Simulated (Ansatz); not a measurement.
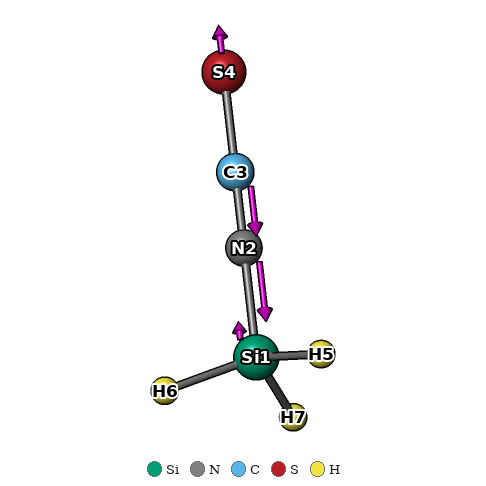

The arrows show one normal mode. Harmonic vibrations computed with RKS PBE0-D4/def2-TZVP (Ansatz 0.2.0) at a stationary point of the same level.

> At what wavenumber does it lie?

1079 cm⁻¹; it is mode 11 of 15 counted from the lowest.
